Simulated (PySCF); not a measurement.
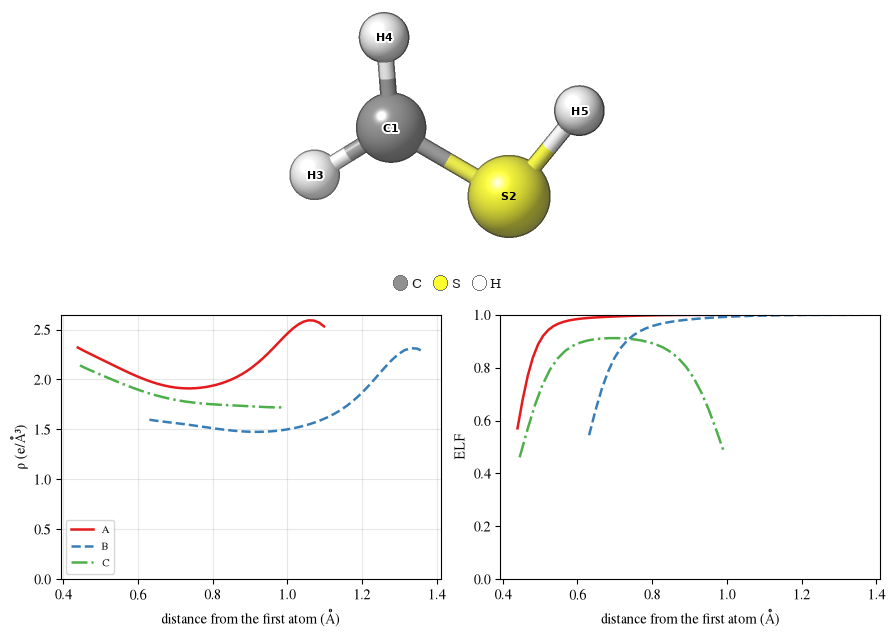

The picture shows: CH$_{3}$S (charge +1). Total electron density and electron localisation function along straight lines between neighbouring atoms. The curves leave out the atomic cores. The structure is drawn too.

Geometry: PBE0-D3(BJ)/ma-def2-SVP.

Theory: DFT single point, gas phase, functional M06-2X (PySCF).

Input file:

```
{"job": {"kind": "sp", "xc": "M06-2X", "basis": "ma-def2-TZVP", "grid": 3}, "charge": 1, "multiplicity": 1}
C     -0.525905    -0.028890     0.001738
S      0.934479    -0.725201    -0.057723
H     -1.402508    -0.692389     0.014347
H     -0.679702     1.058394     0.029855
H      1.706790     0.399620    -0.057024
```

Launched as:

```sh
OMP_NUM_THREADS=1 python redox_run.py task.json out
```

**Which curve belongs to which contact (C–H, C–S and S–H)? The first atom named is at distance zero.**

Curve A: C–H (1.10 Å): ρ at the midpoint is about 2.1 e/Å³; the ELF climbs to about 1 towards the hydrogen, as it does in any bond to H (a covalent bond by its length). Curve B: S–H (1.36 Å): ρ is about 1.6 e/Å³ halfway; the ELF climbs to about 1 towards the hydrogen: an ordinary covalent bond to hydrogen. Curve C: C–S (1.62 Å): ρ at the midpoint is about 1.7 e/Å³; the ELF peaks at about 0.90 between the atoms: a covalent bond.
